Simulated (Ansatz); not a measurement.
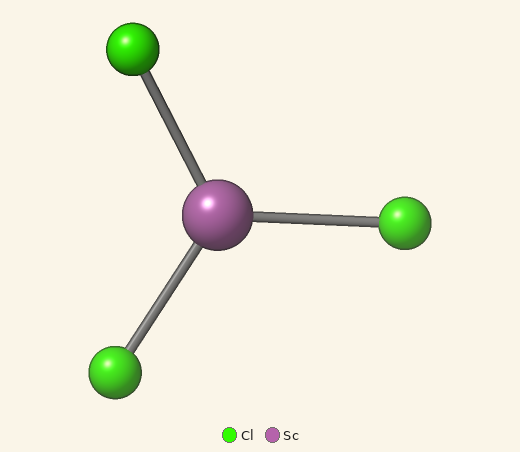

All atoms lie in one plane, which faces the viewer. The species is neutral and a spin singlet. The computed structure is the end point of a PBE0-D4/def2-TZVP optimisation.

### List the symmetry elements and name the point group.

It has 1 C3 axis, 3 C2 axes, 1 S3 axis and 4 mirror planes, so the point group is D3h. The group has 12 operations. The geometry is achiral, and symmetry forbids a dipole moment.
